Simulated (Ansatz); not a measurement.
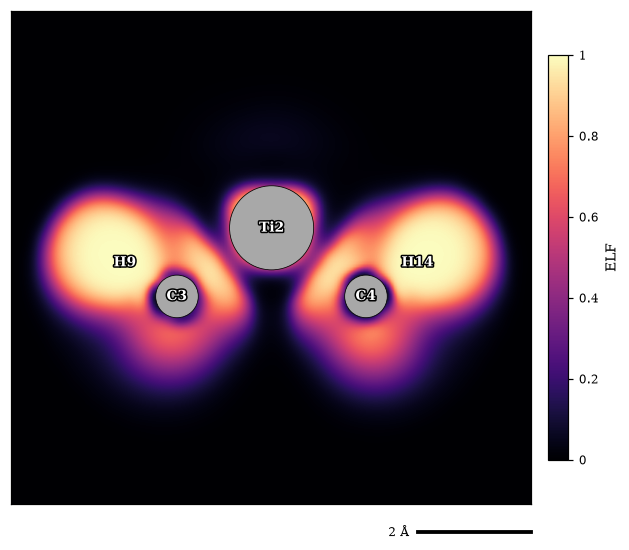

C3H10OTi. ELF on the plane of atoms Ti2, C3 and H9. Grey discs cover the atomic cores.

Geometry: PBE0-D4/def2-TZVP.

Computed with RKS PBE0-D4/def2-TZVPP (Ansatz 0.2.0).

```
atom    x (Å)    y (Å)    z (Å)
   C  -1.8299   0.6425   0.2336
  Ti   0.1739   0.3037  -0.1444
   C   1.0469  -0.3273   1.6199
   C   0.3155  -1.2370  -1.5141
   O   0.9669   1.7612  -0.7621
   H  -2.2655  -0.2695   0.6597
   H  -1.9693   1.4629   0.9450
   H  -2.3633   0.8862  -0.6914
   H   0.9433   0.4312   2.4030
   H   0.5453  -1.2445   1.9516
   H   2.1113  -0.5407   1.4777
   H  -0.2162  -2.1124  -1.1225
   H   1.3630  -1.5073  -1.6837
   H  -0.1307  -0.9519  -2.4724
   H   1.2870   2.6520  -0.8704
```

**Interpret the plot.**

The section cuts through Ti, C and H sites. C–Ti (2.07 Å): the ELF peaks at about 0.95 in the valence shell of C, 0.7 Å from its nucleus, and is about 0.60 at the midpoint. C–H (1.10 Å): the ELF climbs to about 1 towards the hydrogen, as it does in any bond to H; an ordinary covalent bond to hydrogen.
